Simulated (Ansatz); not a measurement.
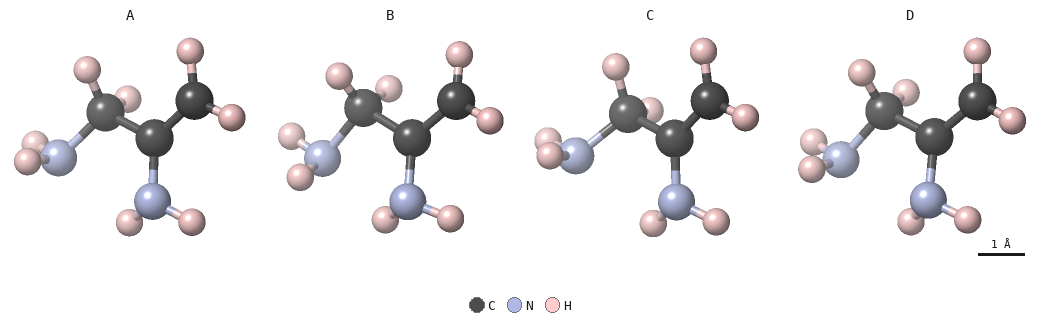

4 geometries from one relaxation of C3H8N2, in shuffled order. The picture is a ball-and-stick view, seen at a tilt.

The run prepares an end point of a later path (torsion) calculation, from a guessed geometry.

Method: Ansatz 0.2.0, RKS PBE-D4/def2-mTZVP. (no spin polarisation; force threshold 0.015 eV/Å; at most 40 steps)

Order the frames from highest to lowest energy.

Answer. B, D, A, C. They are steps 0, 2, 6, 15, at +14.5 kcal/mol, +1.56 kcal/mol, +0.52 kcal/mol relative to the last. The energy falls by 14.5 kcal/mol in 12 accepted moves (15 points after the start). Largest force component: 4.9 eV/Å at the start, 0.01 eV/Å at the end. The line search rejected the trial steps at points 3, 7, 10 of the run. An H atom moves most after the best rigid fit: 0.61 Å. Largest moves by element: H 0.61 Å, N 0.33 Å, C 0.25 Å. Some distances before and after: C–H 1.016 → 1.106 Å, C–H 1.024 → 1.089 Å, C–C 1.568 → 1.518 Å, C–N 1.516 → 1.471 Å. Bond angles that change, for instance: C–N–H 105.7° → 114.9°, C–N–H 109.5° → 117.6°, H–C–H 113.5° → 106.8°. Groups turn about C–C by about 35°. Cost: 13 s on 2 threads of AMD EPYC 9R45 96-Core Processor (Zen 5), with other jobs on the host, peak memory 0.25 GiB.
